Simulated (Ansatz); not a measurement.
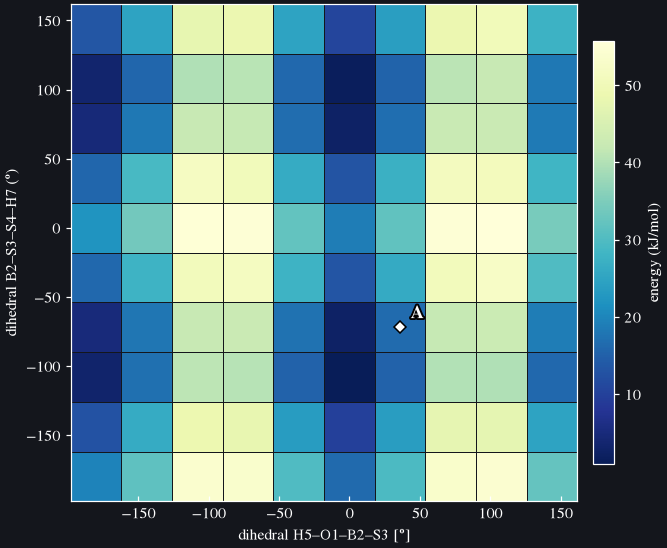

BH3OS2, SMILES OBSS. First axis: dihedral H5–O1–B2–S3. Second axis: dihedral B2–S3–S4–H7. Nothing is relaxed (all other coordinates rigid). The grid has 10 × 10 points. Energies: kJ/mol, counted from the relaxed molecule at the same level. Method: RKS r2SCAN0-D4/def2-TZVP (Ansatz).

The picture shows one coloured cell a grid point, the point A.

**Which way does the force act at A, and how strong is it?**

A, at dihedral H5–O1–B2–S3 = 36°, dihedral B2–S3–S4–H7 = −72°, is not a stationary point. The computed force is 0.7 kJ/mol for each degree towards smaller values of dihedral H5–O1–B2–S3 and 0.2 kJ/mol for each degree towards smaller values of dihedral B2–S3–S4–H7.
